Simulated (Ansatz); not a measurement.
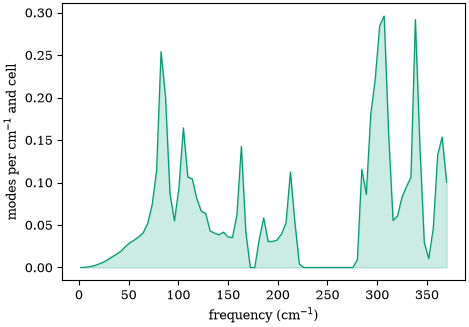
Figure: Phonon density of states of GaS (P6_3/mmc, relaxed from the beta-GaS type); finite displacements on a 6×6×2 mesh, DFT at the LDA level (Ansatz, a quantum-chemistry and plane-wave program), k mesh 6×6×2

The cell was generated from a structure type, relaxed within its symmetry, and need not be the phase found at ambient conditions. Dynamical quadrupoles are not included in the interpolation of the phonons between the solved wave vectors.

Q: Where is the tallest peak, and is there a gap in the spectrum?

A: The tallest peak lies near 310 cm⁻¹. There is at least one gap; the lowest begins near 170 cm⁻¹.

The PAW data sets were generated under PBE and serve the other functionals too.
